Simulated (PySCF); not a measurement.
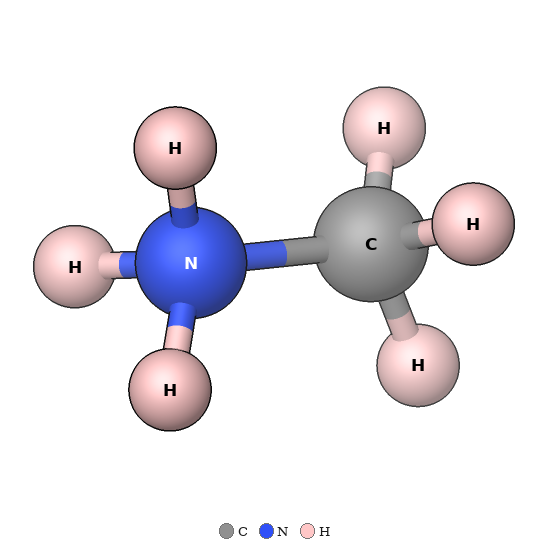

Orthographic view. Atoms fade into the background with distance from the viewer. The species has charge +1 and is a spin singlet. Geometry: a frame of a GFN2-xTB molecular-dynamics simulation, not a minimum.

**Write the InChI string.**

InChI=1S/CH5N/c1-2/h2H2,1H3/p+1
